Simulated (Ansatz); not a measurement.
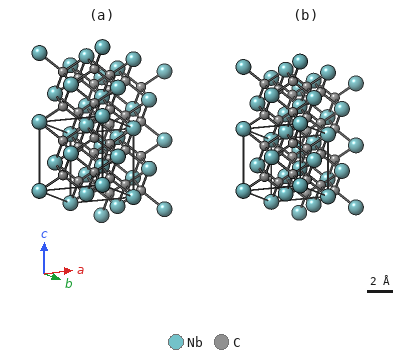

The structure of solid NbC$_{2}$ (a generated structure, set up in Fm-3m) (coarse preliminary run) before (left) and after (right) a relaxation, at one scale.

A ball-and-stick model of the conventional cell (4 times the calculation's cell), repeated 1 × 2 × 2 with one cell outlined, seen from a free direction. Lengths and directions refer to the drawn axes.

The calculation used DFT PBE, scalar-relativistic, plane waves, PAW in Ansatz 0.2.0.

The input:
```yaml
crystal:
  lattice:
    - [0.0, 2.86267957, 2.86267957]
    - [2.86267957, 0.0, 2.86267957]
    - [2.86267957, 2.86267957, 0.0]
  atoms:
    - { symbol: Nb, position: [0.0, 0.0, 0.0] }
    - { symbol: C, position: [0.25, 0.25, 0.25] }
    - { symbol: C, position: [0.75, 0.75, 0.75] }
basis:
  ecutwfc: 420
kpoints:
  mp_grid: { grid: [6, 6, 6] }
hamiltonian:
  xc: pbe
scf:
  occupations: { method: gaussian, width: 0.1 }
  lower_state_search: "off"
output:
  forces: true
  stress: true
  eigenvalues: true
relax:
  adjacent_minimum: "off"
  f_tol: 0.04
  max_steps: 70
  cell: { stress_tol: 0.4 }
```

Run as
```bash
ansatz run input.yaml --threads 1 --pin off --max-ram 2560MiB --backend cpu --events-out ev --progress --plain --runs-dir out
```

**What changed between the two?**

No atom moves by more than 0.005 Å relative to the cell. The volume changes by −27.3 %, with a = b = c 5.725 → 5.148 Å (−10.1 %). Near-neighbour distances that change, for instance: Nb1–C2 2.479 → 2.229 Å. The space group stays Fm-3m (No. 225). After 4 accepted moves (5 points after the start) the energy has fallen by 624 meV per atom. All forces vanish by symmetry, so only the cell relaxes. Pressure: −35.38 GPa at the start and −0.28 GPa at the end. At 1 point the geometry stayed and the basis and grid were re-selected for the new cell (energy shift of 1.8 meV per atom at most each time).
